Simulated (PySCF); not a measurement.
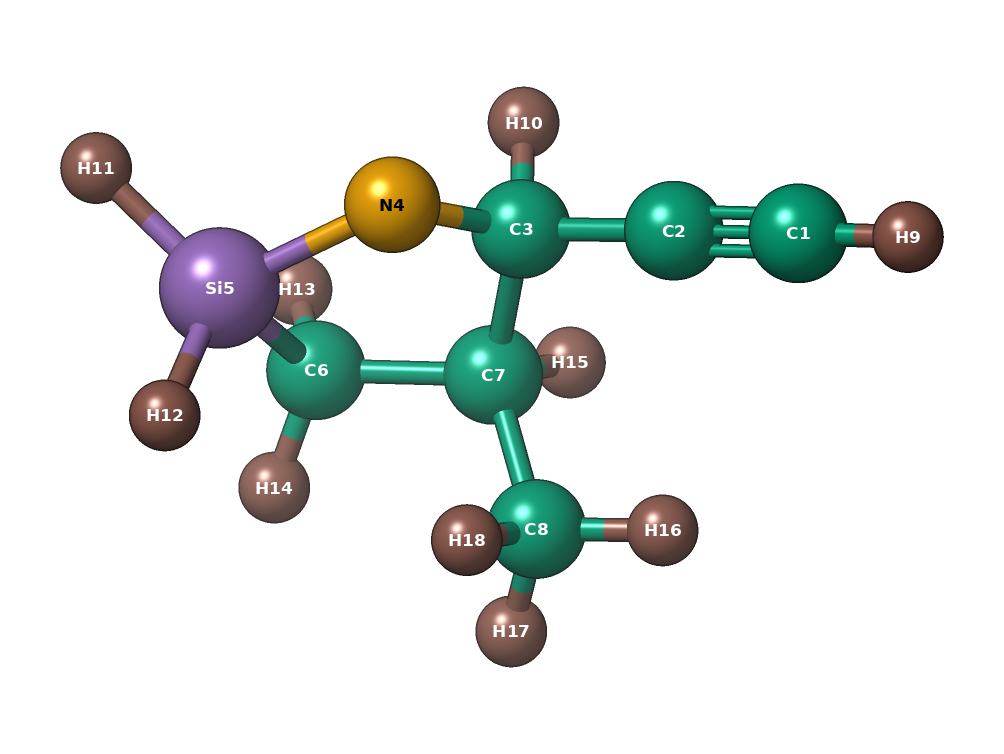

The species is neutral and a spin doublet. Computed geometry: GFN2-xTB optimisation. No frequency run is at hand to confirm it as a minimum. Method: UKS B3LYP, pcH-1 on C H N Si, non-relativistic (PySCF 2.14.0).

Give the isotropic hyperfine couplings (Fermi-contact term alone) of C1, C2, C3, N4, Si5, C6, C7, C8, H9, H10, H11, H12, H13, H14, H15, H16, H17, H18.

```csv
atom,isotope,a_iso (MHz)
C1,13C,1.7
C2,13C,30.6
C3,13C,−32.2
N4,14N,28.7
Si5,29Si,40.6
C6,13C,−3.4
C7,13C,16.1
C8,13C,−1.5
H9,1H,0.5
H10,1H,224.8
H11,1H,58.6
H12,1H,82.1
H13,1H,−0.6
H14,1H,2.3
H15,1H,−1.9
H16,1H,1.2
H17,1H,−0.2
H18,1H,0.9
```

The geometry is semi-empirical. Around Si such bond lengths and angles can be off by a tenth of an ångström or more and by several degrees, and values that hang on the shape move with them.
